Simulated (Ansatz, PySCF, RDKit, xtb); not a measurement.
**BN2H5: a search for the lowest isomer**

Only the formula BN2H5 is given. Aim: find the structure of lowest free energy at 298.15 K, then its properties.

The funnel: GFN2-xTB relaxations, single points with a density functional, relaxations at B3LYP-D3(BJ)/def2-SVP, harmonic vibrations, and a last energy at a higher level. All values are calculated.

7 further runs of the same task are left out: 7 set aside as unsound or not needed.

## Step 1: Drawing up candidates

A program enumerates the bonding patterns with one Lewis structure each (two rings at most, one unusual centre or charged pair), with their diastereomers. O–O, O–halogen and N–halogen bonds and N–N–N chains are not drawn. That gives 7 candidates.

```tsv
label	SMILES	spin
c014	NBN	singlet
c130	BNN	singlet
c199	B[NH2+][NH-]	singlet
c236	N=[BH-][NH3+]	singlet
c400	[BH3-][NH+]=N	singlet
c502	B[N-][NH3+]	singlet
c589	[BH2-]1N[NH2+]1	singlet
```

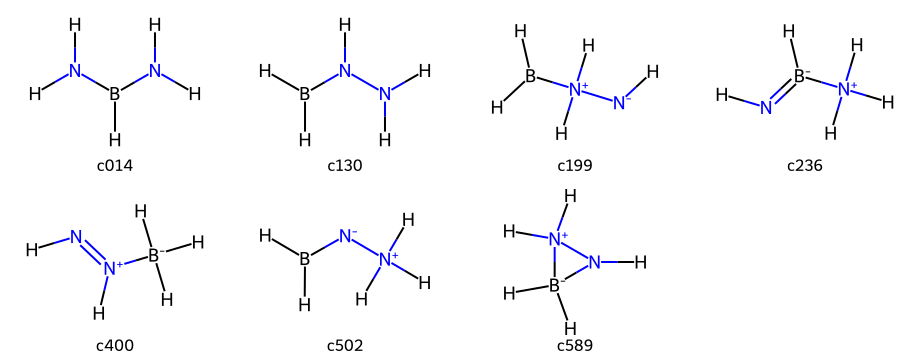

Structural formulas of the candidates.

Candidates are built by distance geometry, with a force field where one applies, in up to four conformers (letters a to d). 1 start with atoms placed at random is added, to find patterns that the rules miss.

**Question.** With final energies at CCSD(T)/def2-TZVPP, which structure will this search put lowest in free energy, and by what margin?

| quantity | value |
| --- | --- |
| lowest structure found | NBN, singlet, C2v |
| next finalist | BNN, singlet, 59.8 kcal/mol higher in G |
| share at equilibrium, among the finalists | 100.0 % |
| harmonic wavenumbers, lowest and highest (B3LYP-D3(BJ)/def2-SVP) | 328 and 3710 cm⁻¹ |
| rotational constants, same geometry | 1.778, 0.3002, 0.2568 cm⁻¹ |
| dipole moment (PBE0/def2-TZVPD) | 1.35 D |
| HOMO energy (PBE0/def2-TZVPD) | -6.94 eV |
| LUMO energy (PBE0/def2-TZVPD) | 0.16 eV |
| HOMO–LUMO gap (PBE0/def2-TZVPD) | 7.10 eV |
| lowest excitation (TD-B3LYP/def2-SVPD) | 5.91 eV (f = 0.000) |
| strongest of the states computed, same level | 7.58 eV (f = 0.184) |
| lowest triplet excitation, same level, Tamm-Dancoff | 5.72 eV |
| vertical ionisation energy | 9.22 eV |
| vertical electron affinity | -0.94 eV (unbound: the value depends on the basis) |
| vertical triplet less singlet | +5.70 eV |

The search ends on `NBN`. Among the finalists first place is clear (59.8 kcal/mol); structures outside the list aren't covered. GFN2-xTB, HF/STO-3G, r2SCAN-D4/def2-SVP, B3LYP-D3(BJ)/def2-SVP, HF/def2-TZVPP and MP2/def2-TZVPP already put its bonding pattern lowest among the structures in one piece. The search is not exhaustive (a finite list of starts, one conformer a finalist), so a lower isomer can't be ruled out. Patterns outside the rules of the enumeration were met only by chance. The lowest isomer need not be the one that is made and kept in a bottle, which depends on barriers.
